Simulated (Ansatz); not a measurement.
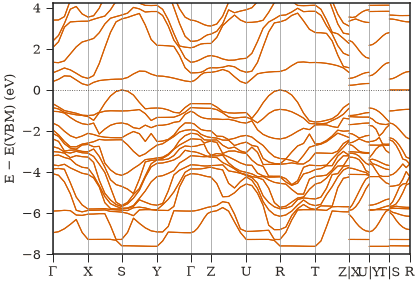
Figure: Band structure from DFT-PBEsol with spin–orbit coupling in the program Ansatz with PAW potentials

Problem. Read off the gap and where the band edges lie.

Solution. About 0.2 eV (0.23 eV by a search for the band edges); maximum at R, minimum at X.

The material is Ta$_{2}$O$_{5}$ in space group Pmmm (No. 47; Pearson symbol oP7).

The first step of the workflow began from a Materials Project structure, measured or hypothetical; the Crystallography Open Database copy checked does not list it. COD files the formula under space group No. 49. Whether it is the stable phase at ambient conditions was not checked. The PBEsol relaxation kept the symmetry of its start. At this level the phase is dynamically unstable (imaginary phonons). No spin polarisation was allowed.

Potentials: the earlier of the program's two PAW sets. The files were generated under PBE; for other functionals the program regenerates the frozen cores, and for LDA and PBEsol the local potential too.
